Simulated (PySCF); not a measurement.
# C7H14 (gem-dimethylcyclopentane): levels of theory compared

Aim: a comparison of 3 runs (M06-2X/def2-SVP, PBE0/def2-SVP, r2SCAN/def2-SVP) of C7H14 (gem-dimethylcyclopentane). The job is set up through a Python script.

The results are computed with PySCF 2.14.0.

## 1. Starting point

C7H14 has 21 atoms, charge 0, and is taken as a singlet. SMILES: `CC1(C)CCCC1`. The shape is that of a PBE0-D4/def2-TZVP optimisation. This is one conformer, not always the lowest.

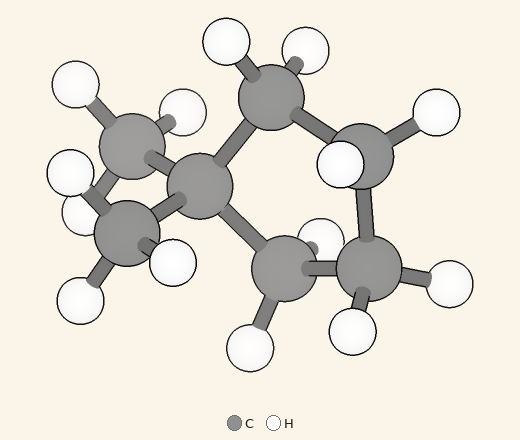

The structure, seen from a chosen angle (carbon grey, hydrogen white).

## 2. The energy at M06-2X/def2-SVP (run 1)

File calc.py:

```python
from pyscf import gto, dft

system = gto.M(
    atom='''
C       -1.192050      -1.220800      -0.099170
C       -0.558380       0.130110       0.223680
C       -1.584100       1.031350       0.889360
C        0.699510      -0.059400       1.080360
C        1.791520      -0.515610       0.106440
C        1.358420       0.013680      -1.279710
C        0.039950       0.757250      -1.041470
H       -2.043940      -1.098290      -0.774000
H       -1.553240      -1.707170       0.811380
H       -0.483550      -1.900110      -0.579280
H       -1.953950       0.589620       1.819340
H       -2.446420       1.197740       0.237040
H       -1.151250       2.006640       1.129490
H        0.542230      -0.759020       1.905900
H        0.970160       0.905130       1.523400
H        1.868720      -1.605210       0.093620
H        2.773810      -0.141630       0.401360
H        1.214850      -0.814100      -1.977980
H        2.112190       0.664940      -1.726240
H       -0.640650       0.707510      -1.895900
H        0.236150       1.817390      -0.847630
''',
    spin=0,
    verbose=3,
    basis='def2-svp',
    max_memory=1860,
)

mf = dft.RKS(system, xc='m06-2x')
mf.conv_tol = 1e-10
mf.grids.level = 5
mf.kernel()
if not mf.converged:
    mf = mf.newton().run(mf.mo_coeff, mf.mo_occ)

e_final = mf.e_tot
print('Final energy', e_final)
```

On the command line:

```console
$ OMP_NUM_THREADS=1 python calc.py
```

Output:

```text
converged SCF energy = -274.83090762537
Final energy -274.8309076253701
```

Run time: 2.4 min. Hardware: 1 thread of Intel Xeon at 2.70GHz, shared host; peak memory 1.5 GiB.

## 3. A single-point energy at PBE0/def2-SVP (run 2)

File input.py:

```python
from pyscf import gto, dft

system = gto.M(
    atom='''
C   -1.192050  -1.220800  -0.099170
C   -0.558380   0.130110   0.223680
C   -1.584100   1.031350   0.889360
C    0.699510  -0.059400   1.080360
C    1.791520  -0.515610   0.106440
C    1.358420   0.013680  -1.279710
C    0.039950   0.757250  -1.041470
H   -2.043940  -1.098290  -0.774000
H   -1.553240  -1.707170   0.811380
H   -0.483550  -1.900110  -0.579280
H   -1.953950   0.589620   1.819340
H   -2.446420   1.197740   0.237040
H   -1.151250   2.006640   1.129490
H    0.542230  -0.759020   1.905900
H    0.970160   0.905130   1.523400
H    1.868720  -1.605210   0.093620
H    2.773810  -0.141630   0.401360
H    1.214850  -0.814100  -1.977980
H    2.112190   0.664940  -1.726240
H   -0.640650   0.707510  -1.895900
H    0.236150   1.817390  -0.847630
''',
    verbose=3,
    max_memory=1860,
    basis='def2-svp',
)

ks = dft.RKS(system, xc='pbe0')
ks.conv_tol = 1e-10
ks.grids.level = 5
ks.kernel()
if not ks.converged:
    ks = ks.newton().run(ks.mo_coeff, ks.mo_occ)

energy = ks.e_tot
print('E(%s) = %.9f' % ('PBE0', energy))
```

On the command line:

```console
$ OMP_NUM_THREADS=1 python input.py
```

Output:

```text
converged SCF energy = -274.651300203158
E(PBE0) = -274.651300203
```

Run time: 91 s. Hardware: 1 thread of Intel Xeon at 2.70GHz, shared host; peak memory 1.4 GiB.

## 4. A single-point energy at r2SCAN/def2-SVP (run 3)

File run.py:

```python
# gem-dimethylcyclopentane
from pyscf import gto, dft

system = gto.M(
    atom='''
C       -1.192050      -1.220800      -0.099170
C       -0.558380       0.130110       0.223680
C       -1.584100       1.031350       0.889360
C        0.699510      -0.059400       1.080360
C        1.791520      -0.515610       0.106440
C        1.358420       0.013680      -1.279710
C        0.039950       0.757250      -1.041470
H       -2.043940      -1.098290      -0.774000
H       -1.553240      -1.707170       0.811380
H       -0.483550      -1.900110      -0.579280
H       -1.953950       0.589620       1.819340
H       -2.446420       1.197740       0.237040
H       -1.151250       2.006640       1.129490
H        0.542230      -0.759020       1.905900
H        0.970160       0.905130       1.523400
H        1.868720      -1.605210       0.093620
H        2.773810      -0.141630       0.401360
H        1.214850      -0.814100      -1.977980
H        2.112190       0.664940      -1.726240
H       -0.640650       0.707510      -1.895900
H        0.236150       1.817390      -0.847630
''',
    verbose=4,
    max_memory=1860,
    basis='def2-svp',
)

mf = dft.RKS(system, xc='r2scan')
mf.grids.level = 5
mf.conv_tol = 1e-10
mf.kernel()
if not mf.converged:
    mf = mf.newton().run(mf.mo_coeff, mf.mo_occ)

energy = mf.e_tot
print(f'total energy: {energy:.8f} hartree')
```

On the command line:

```console
$ OMP_NUM_THREADS=1 python run.py
```

Output:

```text
PySCF version 2.14.0

[... 94 lines left out ...]
converged SCF energy = -274.805296810858
total energy: -274.80529681 hartree
```

Wall time 2.6 min (1 thread of Intel Xeon at 2.70GHz, shared host); peak memory 1.5 GiB.

## 5. Overview of the runs

```tsv
run	level	energy (Eh)	dipole moment (D)	HOMO energy (eV)	LUMO energy (eV)	wall time
1	M06-2X/def2-SVP	-274.830908	0.02	-9.72	2.22	2.4 min
2	PBE0/def2-SVP	-274.651300	0.02	-8.46	1.51	91 s
3	r2SCAN/def2-SVP	-274.805297	0.02	-7.38	1.26	2.6 min
```

## 6. Results

| quantity | value |
| --- | --- |
| run 3: total energy | -274.80530 Eh |
| run 3: dipole moment | 0.02 D |
| run 3: HOMO energy | -7.38 eV |
| run 3: LUMO energy | 1.26 eV |
| run 3: HOMO–LUMO gap | 8.64 eV |

In words: The HOMO–LUMO gap runs from 8.64 eV (r2SCAN/def2-SVP) to 11.94 eV (M06-2X/def2-SVP). Totals of different functionals can't be ranked against each other. All runs together took 6.4 min, the longest 2.6 min.
